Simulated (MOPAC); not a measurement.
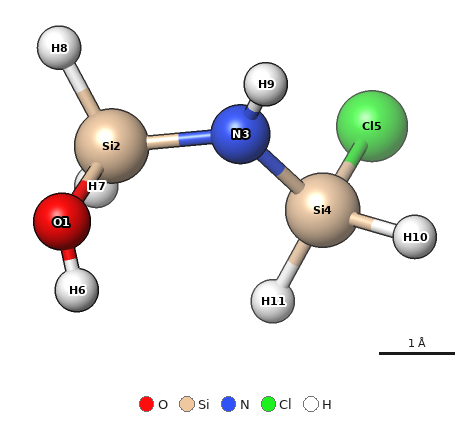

**Figure 1.** The structure (ball-and-stick view, seen at a tilt; atoms are numbered from 1 in the order of the input).

Frequency calculation, with input and output: Si2NH6ClO (part 1 of 3)

System: Si2NH6ClO.
Method: PM3, closed shell (MOPAC 23.2.5).

The geometry was optimised with PM3.

Input (mol.mop)
```
PM3 THERMO(298,398,100) FORCE AUX(PRECISION=9) THREADS=1
ClH6NOSi2 charge 0

O      0.834011 +1     1.209289 +1    -1.922537 +1
Si     0.205684 +1     1.340967 +1    -0.349526 +1
N     -0.897667 +1    -0.009509 +1    -0.078997 +1
Si    -0.299788 +1    -1.420706 +1     0.752831 +1
Cl    -0.814790 +1    -1.181084 +1     2.802055 +1
H      1.470896 +1     0.528544 +1    -2.072804 +1
H      1.286822 +1     1.321262 +1     0.701766 +1
H     -0.520998 +1     2.659211 +1    -0.307186 +1
H     -1.846373 +1     0.038778 +1    -0.375186 +1
H     -0.943158 +1    -2.700460 +1     0.322892 +1
H      1.192132 +1    -1.523743 +1     0.691113 +1
```

Machine: 1 thread of Arm Neoverse V1, 24 GiB of memory available, shared host.

Command:
```bash
mopac mol.mop
```

Log
```
MOPAC v23.2.5
PM3 CALCULATION RESULTS

 *  PM3        - The PM3 Hamiltonian to be used
 *  FORCE      - FORCE CALCULATION SPECIFIED
 *  THREADS=1  - MULTI-THREADING NOT USED
 *  AUX        - OUTPUT AUXILIARY INFORMATION
 *  THERMO     - THERMODYNAMIC QUANTITIES TO BE CALCULATED
PM3 THERMO(298,398,100) FORCE AUX(PRECISION=9) THREADS=1
 ClH6NOSi2 charge 0

   ATOM   CHEMICAL          X               Y               Z
  NUMBER   SYMBOL      (ANGSTROMS)     (ANGSTROMS)     (ANGSTROMS)

     1       O          0.83401100  *   1.20928900  *  -1.92253700  *
     2      Si          0.20568400  *   1.34096700  *  -0.34952600  *
     3       N         -0.89766700  *  -0.00950900  *  -0.07899700  *
     4      Si         -0.29978800  *  -1.42070600  *   0.75283100  *
     5      Cl         -0.81479000  *  -1.18108400  *   2.80205500  *
     6       H          1.47089600  *   0.52854400  *  -2.07280400  *
     7       H          1.28682200  *   1.32126200  *   0.70176600  *
     8       H         -0.52099800  *   2.65921100  *  -0.30718600  *
     9       H         -1.84637300  *   0.03877800  *  -0.37518600  *
    10       H         -0.94315800  *  -2.70046000  *   0.32289200  *
    11       H          1.19213200  *  -1.52374300  *   0.69111300  *

          CARTESIAN COORDINATES

    NO.       ATOM           X           Y           Z

     1         O          0.8340      1.2093     -1.9225
     2        Si          0.2057      1.3410     -0.3495
     3         N         -0.8977     -0.0095     -0.0790
     4        Si         -0.2998     -1.4207      0.7528
     5        Cl         -0.8148     -1.1811      2.8021
     6         H          1.4709      0.5285     -2.0728
     7         H          1.2868      1.3213      0.7018
     8         H         -0.5210      2.6592     -0.3072
     9         H         -1.8464      0.0388     -0.3752
    10         H         -0.9432     -2.7005      0.3229
    11         H          1.1921     -1.5237      0.6911

           Empirical Formula: H6 N O Si2 Cl  =    11 atoms

      MOLECULAR POINT GROUP   :   C1

      RHF CALCULATION, NO. OF DOUBLY OCCUPIED LEVELS = 16

          HEAT OF FORMATION =    -142.002370 KCALS/MOLE

          CARTESIAN COORDINATE DERIVATIVES

   NUMBER  ATOM         X            Y            Z

     1       O     -0.009779    -0.043242     0.024441
     2      Si      0.001762     0.017669    -0.023358
     3       N     -0.000973    -0.027334    -0.014593
     4      Si     -0.007762     0.026187     0.003099
     5      Cl     -0.000742    -0.002164     0.000517
     6       H      0.005221     0.035267    -0.014478
     7       H      0.005589    -0.004267     0.003281
     8       H     -0.000314     0.008612    -0.001753
     9       H      0.004607    -0.002738     0.012142
    10       H      0.001696    -0.010171     0.007282
    11       H      0.000695     0.002181     0.003420

 DIPOLE           X         Y         Z       TOTAL
 POINT-CHG.    -1.955    -0.041    -0.092     1.958
 HYBRID        -0.426     0.464     0.205     0.662
 SUM           -2.381     0.423     0.113     2.421

          GRADIENT NORM =   0.08436

          MOLECULAR WEIGHT =  127.68

          ROTATIONAL CONSTANTS IN CM(-1)

          A =    0.21058719   B =    0.03356541   C =    0.03113544

           PRINCIPAL MOMENTS OF INERTIA IN UNITS OF 10**(-40)*GRAM-CM**2

          A =      132.9271   B =      833.9762   C =      899.0641

          ORIENTATION OF MOLECULE IN FORCE CALCULATION

    NO.       ATOM         X         Y         Z

     1          O      -2.6309   -1.3734   -0.8429
     2         Si      -0.9319   -1.3734   -0.8429
     3          N      -0.3781    0.3022   -0.8429
     4         Si       0.0616    1.0349    0.6772
     5         Cl       2.1680    0.8155    0.8701
     6          H      -3.0583   -1.1271   -0.0378
     7          H      -0.3599   -2.0887    0.3552
     8          H      -0.5218   -2.0860   -2.1045
     9          H      -0.2977    0.8136   -1.6927
    10          H      -0.1977    2.5063    0.7428
    11          H      -0.5553    0.3295    1.8443

    FIRST DERIVATIVES WILL BE USED IN THE CALCULATION OF SECOND DERIVATIVES

          ESTIMATED TIME TO COMPLETE CALCULATION =        0.26 SECONDS

    FOR POINT-GROUP C1   THERE ARE   1 UNIQUE SYMMETRY FUNCTIONS.

 STEP:   1 TIME =     0.00 SECS, INTEGRAL =      0.00 TIME LEFT: 172800.00
 STEP:   2 TIME =     0.00 SECS, INTEGRAL =      0.00 TIME LEFT: 172799.99
 STEP:   3 TIME =     0.00 SECS, INTEGRAL =      0.01 TIME LEFT: 172799.99
 STEP:   4 TIME =     0.00 SECS, INTEGRAL =      0.01 TIME LEFT: 172799.98
 STEP:   5 TIME =     0.00 SECS, INTEGRAL =      0.02 TIME LEFT: 172799.98
 STEP:   6 TIME =     0.00 SECS, INTEGRAL =      0.02 TIME LEFT: 172799.98
 STEP:   7 TIME =     0.00 SECS, INTEGRAL =      0.02 TIME LEFT: 172799.97
 STEP:   8 TIME =     0.00 SECS, INTEGRAL =      0.03 TIME LEFT: 172799.97
 STEP:   9 TIME =     0.00 SECS, INTEGRAL =      0.03 TIME LEFT: 172799.96
 STEP:  10 TIME =     0.01 SECS, INTEGRAL =      0.04 TIME LEFT: 172799.96
 STEP:  11 TIME =     0.00 SECS, INTEGRAL =      0.04 TIME LEFT: 172799.95
 STEP:  12 TIME =     0.00 SECS, INTEGRAL =      0.05 TIME LEFT: 172799.95
 STEP:  13 TIME =     0.00 SECS, INTEGRAL =      0.05 TIME LEFT: 172799.95
 STEP:  14 TIME =     0.00 SECS, INTEGRAL =      0.05 TIME LEFT: 172799.95
 STEP:  15 TIME =     0.00 SECS, INTEGRAL =      0.05 TIME LEFT: 172799.95
 STEP:  16 TIME =     0.00 SECS, INTEGRAL =      0.05 TIME LEFT: 172799.94
 STEP:  17 TIME =     0.00 SECS, INTEGRAL =      0.06 TIME LEFT: 172799.94
 STEP:  18 TIME =     0.00 SECS, INTEGRAL =      0.06 TIME LEFT: 172799.93
 STEP:  19 TIME =     0.00 SECS, INTEGRAL =      0.07 TIME LEFT: 172799.93
 STEP:  20 TIME =     0.00 SECS, INTEGRAL =      0.07 TIME LEFT: 172799.93
 STEP:  21 TIME =     0.00 SECS, INTEGRAL =      0.07 TIME LEFT: 172799.92
 STEP:  22 TIME =     0.00 SECS, INTEGRAL =      0.08 TIME LEFT: 172799.92
 STEP:  23 TIME =     0.00 SECS, INTEGRAL =      0.08 TIME LEFT: 172799.91
 STEP:  24 TIME =     0.00 SECS, INTEGRAL =      0.08 TIME LEFT: 172799.91
 STEP:  25 TIME =     0.00 SECS, INTEGRAL =      0.09 TIME LEFT: 172799.91
 STEP:  26 TIME =     0.00 SECS, INTEGRAL =      0.09 TIME LEFT: 172799.91
 STEP:  27 TIME =     0.00 SECS, INTEGRAL =      0.09 TIME LEFT: 172799.90
 STEP:  28 TIME =     0.00 SECS, INTEGRAL =      0.10 TIME LEFT: 172799.90
 STEP:  29 TIME =     0.00 SECS, INTEGRAL =      0.10 TIME LEFT: 172799.89
 STEP:  30 TIME =     0.00 SECS, INTEGRAL =      0.10 TIME LEFT: 172799.89
 STEP:  31 TIME =     0.00 SECS, INTEGRAL =      0.10 TIME LEFT: 172799.89
 STEP:  32 TIME =     0.00 SECS, INTEGRAL =      0.11 TIME LEFT: 172799.89
 STEP:  33 TIME =     0.00 SECS, INTEGRAL =      0.11 TIME LEFT: 172799.89

(To convert to Hartree/Bohr^2, multiply by (10^(-21) x N x a0^2)/(4.184 x 627.51) =  0.0642)

           FORCE MATRIX IN MILLIDYNES/ANGSTROM

                  O  1      Si  2       N  3      Si  4      Cl  5       H  6
 ------------------------------------------------------------------------------
     O    1  11.088792
    Si    2   4.606898   9.448915
     N    3   0.280552   3.991854  11.850948
    Si    4   0.066899   0.339177   4.202644   7.252181
    Cl    5   0.027394   0.051306   0.230961   0.975848   1.330656
     H    6   8.413332   0.576251   0.024714   0.025778   0.006389   8.672327
     H    7   0.273974   1.985972   0.241158   0.025957   0.007840   0.028192
     H    8   0.275550   2.010222   0.232411   0.036358   0.005938   0.066553
     H    9   0.031445   0.419829   6.274284   0.453219   0.025437   0.010515
     H   10   0.012051   0.037953   0.229863   1.951279   0.178184   0.003262
     H   11   0.012249   0.020921   0.235690   1.965933   0.170607   0.006470

                  H  7       H  8       H  9       H 10       H 11
 ------------------------------------------------------------------
     H    7   2.232866
     H    8   0.163123   2.249767
     H    9   0.047779   0.012449   6.712553
     H   10   0.003886   0.011734   0.013883   2.128840
     H   11   0.009568   0.003124   0.048618   0.165093   2.151814

          HEAT OF FORMATION =    -142.002370 KCALS/MOLE

          ZERO POINT ENERGY      38.924 KCAL/MOL

           NORMAL COORDINATE ANALYSIS (Total motion = 1 Angstrom)

   Root No.       1         2         3         4         5         6         7         8

                 1 A       2 A       3 A       4 A       5 A       6 A       7 A       8 A

                   7.5      33.7     139.5     180.4     244.0     279.1     313.1     360.6

           1   -0.0129    0.0365    0.0471    0.0065    0.0065   -0.0359    0.0041    0.0045
           2    0.0614   -0.0371    0.0786    0.0376   -0.0112   -0.1072    0.0249    0.0157
           3    0.0856    0.0912    0.0033   -0.0109    0.0175    0.0079   -0.0005   -0.0042
           4   -0.0126    0.0364    0.0471    0.0068    0.0065   -0.0348    0.0031    0.0043
           5   -0.0150    0.0250    0.0115   -0.0371   -0.0158    0.0568   -0.0028    0.0016
           6   -0.0441   -0.0228    0.0418   -0.0233   -0.0191   -0.0020    0.0020    0.0049
           7    0.0665   -0.0233    0.0482    0.0370   -0.0355    0.1506   -0.0449   -0.0334
           8   -0.0422    0.0450    0.0063   -0.0459    0.0016   -0.0049    0.0142    0.0101
           9   -0.0368   -0.0287   -0.0221    0.0642    0.0189   -0.0095    0.0009    0.0271
          10   -0.0058   -0.0145   -0.0438   -0.0105   -0.0002   -0.0015   -0.0153    0.1737
          11   -0.0379    0.0418   -0.0324    0.0530    0.0031    0.0126   -0.0059   -0.0337
          12   -0.0178   -0.0298    0.0189    0.0315    0.0111    0.0301   -0.0009   -0.0056
          13   -0.0037   -0.0292   -0.0435   -0.0143   -0.0007   -0.0181    0.0132   -0.1414
          14    0.0363   -0.0600   -0.0206   -0.0112    0.0031   -0.0055    0.0021    0.0195
          15    0.0291    0.0156   -0.0476   -0.0253   -0.0037   -0.0211   -0.0016   -0.0076
          16    0.0598    0.0832    0.0387    0.0229    0.0338   -0.0585    0.0123    0.0070
          17    0.0234   -0.0503    0.1115   -0.0996    0.4887   -0.0027   -0.2512   -0.1094
          18    0.1358    0.1201   -0.0112    0.0396   -0.1203   -0.0360    0.0882    0.0353
          19    0.0455    0.1377    0.0052   -0.0046    0.0079   -0.0464   -0.0260   -0.0008
          20   -0.0806    0.0202    0.0716   -0.1453   -0.0370    0.0394   -0.0283   -0.0442
          21   -0.1115   -0.0740    0.0981   -0.0855   -0.0314   -0.0011    0.0007   -0.0202
          22   -0.1372   -0.0194    0.0584   -0.0244   -0.0219   -0.0284    0.0261    0.0093
          23    0.0105    0.0632   -0.0687    0.0534   -0.0158    0.0426    0.0138    0.0371
          24   -0.0990   -0.0623    0.0921   -0.0851   -0.0259    0.0042    0.0007   -0.0152
          25    0.0267   -0.0245    0.0316   -0.0145    0.2249    0.3291    0.4536    0.1424
          26   -0.0187    0.0428    0.0150   -0.0288   -0.0751   -0.0488   -0.1504   -0.0529
          27   -0.0263   -0.0299   -0.0165    0.0671   -0.0033   -0.0186   -0.0507    0.0053
          28   -0.0618    0.0514   -0.0819    0.0227    0.0159   -0.0168    0.0202    0.1375
          29   -0.0484    0.0542   -0.0440    0.0633    0.0080    0.0087    0.0001   -0.0307
          30   -0.0054   -0.0525    0.0976   -0.0796   -0.0199    0.0317    0.0047   -0.0275
          31   -0.0084   -0.0680   -0.0314   -0.0117   -0.0224   -0.0544   -0.0517    0.1103
          32   -0.0737    0.0847   -0.1164    0.1511    0.0313   -0.0102   -0.0088    0.0184
          33   -0.0405   -0.0323   -0.0248    0.0870    0.0149   -0.0133   -0.0233   -0.0001

   Root No.       9        10        11        12        13        14        15        16

                 9 A      10 A      11 A      12 A      13 A      14 A      15 A      16 A

                 489.6     526.3     652.8     690.1     743.6     792.6     819.0     844.4

           1   -0.0004    0.0091   -0.0074   -0.0039    0.0013   -0.0140    0.0378    0.0223
           2   -0.0015   -0.0009    0.0000   -0.0035   -0.0007    0.0103   -0.0025   -0.0014
           3   -0.0089   -0.0151    0.0005    0.0134    0.0016   -0.0035    0.0026    0.0026
           4   -0.0010    0.0032   -0.0023    0.0021   -0.0018   -0.0143   -0.0007   -0.0011
           5   -0.0098    0.0171   -0.0207    0.0134   -0.0026   -0.0104    0.0311   -0.0066
           6    0.0194    0.0352   -0.0021   -0.0028    0.0008   -0.0006   -0.0091   -0.0008
           7    0.0008    0.0008    0.0071    0.0019    0.0099    0.0044   -0.0090   -0.0033
           8    0.0010   -0.0005    0.0122   -0.0097   -0.0021   -0.0260   -0.0459   -0.0075
           9    0.0016   -0.0012   -0.0123    0.0206   -0.0116    0.0224    0.0701   -0.0089
          10    0.0049   -0.0091    0.0033   -0.0042   -0.0247    0.0002   -0.0086    0.0051
          11    0.0285   -0.0274    0.0060   -0.0094   -0.0042   -0.0005   -0.0024   -0.0038
          12   -0.0154   -0.0080    0.0104   -0.0168   -0.0129   -0.0085   -0.0236   -0.0060
          13   -0.0013    0.0023    0.0003    0.0004   -0.0061   -0.0001   -0.0007    0.0008
          14   -0.0065    0.0043    0.0075    0.0001    0.0028   -0.0001    0.0007   -0.0001
          15    0.0031   -0.0021   -0.0035    0.0001    0.0038   -0.0004    0.0001    0.0000
          16   -0.0293   -0.0645    0.0155    0.1055   -0.0069    0.0147   -0.0339   -0.0195
          17    0.0202    0.0179    0.0050    0.0457    0.0105    0.0235   -0.0165   -0.0067
          18   -0.0312   -0.0610    0.0117    0.0591   -0.0065    0.0092   -0.0332   -0.0194
          19    0.0362    0.1130   -0.0274   -0.2741   -0.0031    0.3304   -0.0681   -0.1386
          20   -0.1420   -0.1612   -0.0303   -0.1281    0.0080    0.3037    0.1138    0.1226
          21   -0.0850   -0.1360    0.0032    0.0467    0.0060    0.0242    0.0811    0.1420
          22   -0.0533   -0.1014    0.0224    0.3087    0.0205    0.2274   -0.1786   -0.1376
          23    0.1131    0.1996   -0.0210    0.2086    0.0390    0.2180   -0.0316    0.1400
          24   -0.0739   -0.1145    0.0076   -0.0065   -0.0144   -0.0455   -0.0329   -0.1295
          25    0.0138   -0.0175   -0.0612   -0.0431    0.0379    0.0291   -0.0140    0.0042
          26   -0.0452   -0.0065    0.0043   -0.0233    0.0020   -0.0218   -0.0535   -0.0031
          27   -0.0250   -0.0066   -0.0221    0.0065   -0.0068    0.0268    0.0618   -0.0054
          28   -0.1338    0.0945    0.3394   -0.0051    0.3645   -0.0051    0.1145   -0.0964
          29   -0.0136    0.0003    0.0540   -0.0092    0.0538   -0.0033    0.0158   -0.0280
          30    0.2153   -0.1272    0.2308   -0.0331    0.1524    0.0280   -0.0610    0.1994
          31    0.0994   -0.0988   -0.3106   -0.0138    0.3820   -0.0347   -0.0085   -0.0595
          32   -0.2151    0.1067   -0.0386   -0.0198    0.0175   -0.0165   -0.1764    0.1966
          33   -0.1017    0.0192   -0.1785   -0.0273    0.2074   -0.0323   -0.1232    0.0830

   Root No.      17        18        19        20        21        22        23        24

                17 A      18 A      19 A      20 A      21 A      22 A      23 A      24 A

                 857.4     920.1    1007.8    1012.4    1191.6    1903.1    1920.6    1946.8
```
